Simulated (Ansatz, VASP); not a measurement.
**InSb: VASP beside Ansatz**

Aim: how closely do two programs agree when they are given the same cell, functional and k mesh? The cell is taken from a series of VASP runs on this material, whose earlier steps may have relaxed, scaled or displaced it; both programs get it as it stands. Valence electrons are named where the data sets of a main pair hold unlike numbers.

Main program and level: Ansatz 0.2.0; plane waves, with VASP 6.6.1 beside it; band structure at PBE0.

## (1) Set-up

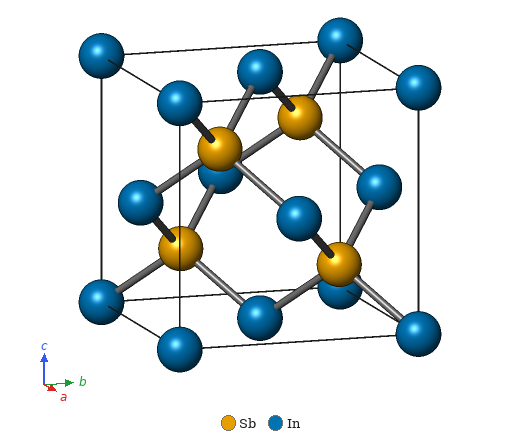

Start, viewed slightly off an axis; antimony orange, indium blue. This picture shows the conventional cell, with its axes. Bonds to atoms that aren't drawn are left out. Some periodic images of atoms are drawn too.

## (2) VASP: band structure, PBE0

The same path points are solved in both programs, so levels can be compared one by one.

Lines of VASP's logs that name or quote its potential files are left out, and so is its time.

The run reads the wave functions of an earlier VASP run, which isn't shown here.

INCAR reads:

```
SYSTEM = InSb
PREC = Accurate
ENCUT = 350
EDIFF = 1E-06
NELM = 100
ISMEAR = 0
SIGMA = 0.03
LREAL = .FALSE.
ALGO = Normal
LHFCALC = .TRUE.
AEXX = 0.25
GGA = PE
LASPH = .TRUE.
NBANDS = 15
PRECFOCK = Fast
HFRCUT = -1
LORBIT = 11
LWAVE = .FALSE.
LCHARG = .FALSE.
KPAR = 4
```

POSCAR reads:

```
InSb
1.0
    0.0000000000      3.2391000000      3.2391000000
    3.2391000000      0.0000000000      3.2391000000
    3.2391000000      3.2391000000      0.0000000000
Sb In
1 1
Direct
    0.7500000000      0.7500000000      0.7500000000
    0.0000000000      0.0000000000      0.0000000000
```

KPOINTS reads:

```
Automatic mesh
0
Gamma
4 4 4
0 0 0
```

KPOINTS_OPT reads:

```
Line mode
10
Line-mode
Reciprocal
  0.00000000   0.00000000   0.00000000 GAMMA
  0.50000000   0.00000000   0.50000000 X

  0.50000000   0.00000000   0.50000000 X
  0.50000000   0.25000000   0.75000000 W

  0.50000000   0.25000000   0.75000000 W
  0.37500000   0.37500000   0.75000000 K

  0.37500000   0.37500000   0.75000000 K
  0.00000000   0.00000000   0.00000000 GAMMA

  0.00000000   0.00000000   0.00000000 GAMMA
  0.50000000   0.50000000   0.50000000 L

  0.50000000   0.50000000   0.50000000 L
  0.62500000   0.25000000   0.62500000 U

  0.62500000   0.25000000   0.62500000 U
  0.50000000   0.25000000   0.75000000 W

  0.50000000   0.25000000   0.75000000 W
  0.50000000   0.50000000   0.50000000 L

  0.50000000   0.50000000   0.50000000 L
  0.37500000   0.37500000   0.75000000 K

  0.62500000   0.25000000   0.62500000 U
  0.50000000   0.00000000   0.50000000 X
```

PAW data sets: Sb and In_d (PBE family, release 64).

Started as:

```sh
$ mpirun -np 4 vasp_std
```

Numbers of over 12 decimals in the logs are rounded to 6 here.

The log of the run:

```text
[banner, memory and clock lines left out]
running    4 mpi-ranks, on    1 nodes
 distrk:  each k-point on    1 cores,    4 groups
 distr:  one band on    1 cores,    1 groups

 POSCAR found type information on POSCAR SbIn
 POSCAR found :  2 types and       2 ions
 LDA part: xc-table for (Slater+PW92), standard interpolation
 found WAVECAR, reading the header
 POSCAR, INCAR and KPOINTS ok, starting setup
 FFT: planning ... GRIDC
 FFT: planning ... GRID_SOFT
 FFT: planning ... GRID
 HFRCUT set to (new)   10.126627
 reading WAVECAR
 the WAVECAR file was read successfully
 initial charge from wavefunction
 entering main loop
       N       E                     dE             d eps       ncg     rms          rms(c)
DAV:   1    -0.918041032349E+01   -0.91804E+01   -0.27797E+00   296   0.179E+01    0.191E+01
DAV:   2    -0.921850397490E+01   -0.38094E-01   -0.96955E-02   301   0.273E+00    0.134E+01
DAV:   3    -0.921566250132E+01    0.28415E-02   -0.10502E-02   364   0.137E+00    0.850E+00
DAV:   4    -0.921441072109E+01    0.12518E-02   -0.10571E-03   351   0.437E-01    0.514E+00
DAV:   5    -0.921404826605E+01    0.36246E-03   -0.32191E-04   283   0.185E-01    0.308E+00
DAV:   6    -0.921396838863E+01    0.79877E-04   -0.11442E-04   312   0.961E-02    0.185E+00
DAV:   7    -0.921395103144E+01    0.17357E-04   -0.22265E-05   290   0.489E-02    0.111E+00
DAV:   8    -0.921394853570E+01    0.24957E-05   -0.60159E-06   268   0.249E-02    0.664E-01
DAV:   9    -0.921395016423E+01   -0.16285E-05   -0.21639E-06   303   0.132E-02    0.395E-01
DAV:  10    -0.921395237501E+01   -0.22108E-05   -0.75378E-07   211   0.691E-03    0.235E-01
DAV:  11    -0.921395414100E+01   -0.17660E-05   -0.46189E-07   204   0.486E-03    0.140E-01
DAV:  12    -0.921395535450E+01   -0.12135E-05   -0.18623E-07   183   0.318E-03    0.829E-02
DAV:  13    -0.921395612990E+01   -0.77540E-06   -0.99402E-08   127   0.265E-03
   1 F= -.92139561E+01 E0= -.92139561E+01  d E =-.228755E-18
 Start KPOINTS_OPT (optional k-point list driver)
k-point batch [1-8\100]
       N       E                     dE             ncg
DAV:   1     0.153570432737E+03   -0.14942E+04      247
DAV:   2    -0.869113471825E+03   -0.10227E+04      247
DAV:   3    -0.941027035134E+03   -0.71914E+02      317
DAV:   4    -0.943516898050E+03   -0.24899E+01      282
DAV:   5    -0.943629393770E+03   -0.11250E+00      387
DAV:   6    -0.943631970622E+03   -0.25769E-02      332
DAV:   7    -0.943632027409E+03   -0.56786E-04      380
DAV:   8    -0.943632028299E+03   -0.89041E-06      276
[...]
k-point batch [97-100\100]
       N       E                     dE             ncg
DAV:   1     0.180607609360E+04   -0.17681E+04      120
DAV:   2     0.132351191772E+04   -0.48256E+03      120
DAV:   3     0.129020138782E+04   -0.33311E+02      148
DAV:   4     0.128924449070E+04   -0.95690E+00      170
DAV:   5     0.128920040181E+04   -0.44089E-01      193
DAV:   6     0.128919967788E+04   -0.72393E-03      184
DAV:   7     0.128919965158E+04   -0.26297E-04      200
DAV:   8     0.128919965127E+04   -0.31374E-06      144
```

Parts of OUTCAR (step 2):

```text
ion  position               nearest neighbor table
   1  0.750  0.750  0.750-   2 2.81   2 2.81   2 2.81   2 2.81
   2  0.000  0.000  0.000-   1 2.81   1 2.81   1 2.81   1 2.81

  LATTYP: Found a face centered cubic cell.
 ALAT       =     6.4782000000

 Subroutine GETGRP returns: Found 24 space group operations
 (whereof 24 operations were pure point group operations)

The static configuration has the point symmetry T_d .

 Found      8 irreducible k-points:

   k-points           NKPTS =      8   k-points in BZ     NKDIM =     64   number of bands    NBANDS=     15

   dimension x,y,z NGX =    28 NGY =   28 NGZ =   28
   dimension x,y,z NGXF=    56 NGYF=   56 NGZF=   56

   ENCUT  =  350.0 eV  25.72 Ry    5.07 a.u.   6.99  6.99  6.99*2*pi/ulx,y,z

   NELECT =      18.0000    total number of electrons

 k-points in reciprocal lattice and weights: Automatic mesh
   0.00000000  0.00000000  0.00000000       0.016
   0.25000000  0.00000000  0.00000000       0.125
   0.50000000  0.00000000  0.00000000       0.062
   0.25000000  0.25000000  0.00000000       0.094
   0.50000000  0.25000000  0.00000000       0.375
  -0.25000000  0.25000000  0.00000000       0.188
   0.50000000  0.50000000  0.00000000       0.047
  -0.25000000  0.50000000  0.25000000       0.094

  exchange ACFDT corr.  =         0.00000000  see jH, gK, PRB 81, 115126

 average (electrostatic) potential at core
       1 -82.8817       2 -89.7033

 E-fermi :   4.5741

 k-point     1 :       0.0000    0.0000    0.0000
  band No.  band energies     occupation
    ...
      5     -11.9907      2.00000
      6      -7.4543      2.00000
      7       4.3946      2.00000
      8       4.3946      2.00000
      9       4.3946      2.00000
     10       5.6005      0.00000
     11       8.7099      0.00000
     12       8.7099      0.00000
     13       8.7099      0.00000
     14      11.6631      0.00000
    ...

 k-point     2 :       0.2500    0.0000    0.0000
  band No.  band energies     occupation
    ...
      5     -11.9912      2.00000
      6      -6.8220      2.00000
      7       0.5376      2.00000
      8       3.7455      2.00000
      9       3.7455      2.00000
     10       6.5886      0.00000
     11       9.4947      0.00000
     12       9.4947      0.00000
     13      10.6286      0.00000
     14      12.8007      0.00000
    ...

 k-point     3 :       0.5000    0.0000    0.0000
  band No.  band energies     occupation
    ...
      5     -11.9897      2.00000
      6      -5.9106      2.00000
      7      -1.7890      2.00000
      8       3.2820      2.00000
      9       3.2820      2.00000
     10       6.2276      0.00000
     11       9.6023      0.00000
     12       9.6023      0.00000
     13      11.9598      0.00000
     14      14.4051      0.00000
    ...

  energy-cutoff  :      350.00
  volume of cell :       67.97
      direct lattice vectors                 reciprocal lattice vectors
     0.000000000  3.239100000  3.239100000    -0.154363867  0.154363867  0.154363867
     3.239100000  0.000000000  3.239100000     0.154363867 -0.154363867  0.154363867
     3.239100000  3.239100000  0.000000000     0.154363867  0.154363867 -0.154363867

 POSITION                                       TOTAL-FORCE (eV/Angst)
 -----------------------------------------------------------------------------------
      4.85865      4.85865      4.85865         0.000000      0.000000      0.000000
      0.00000      0.00000      0.00000        -0.000000     -0.000000     -0.000000
 -----------------------------------------------------------------------------------
    total drift:                                0.000030      0.000029      0.000019

  FREE ENERGIE OF THE ION-ELECTRON SYSTEM (eV)
  ---------------------------------------------------
  free  energy   TOTEN  =        -9.2139561299 eV

  energy  without entropy=       -9.2139561299  energy(sigma->0) =       -9.21395613

 total charge
# of ion       s       p       d       tot
------------------------------------------
    1        1.129   1.581   0.021   2.731
    2        0.868   0.742   9.880  11.490
--------------------------------------------------
tot          1.997   2.323   9.901  14.221

[... 3 further parts left out ...]
```

The k-mesh is coarse for unscreened exact exchange, which converges slowly with it.

[end of part 1 of 2]

[Lines on the potential files, build, host, timing and source positions are cut from VASP's logs without a mark.]

[Logs are printed without paths, hosts, clocks, repeated set-up lines and the standing remarks that a program may print on its own settings, such as how far it seeks lower states.]

[Hosts, paths, dates, database ids (printed as entryN), source tags and the programs' standing remarks are cut or masked in the printed files.]
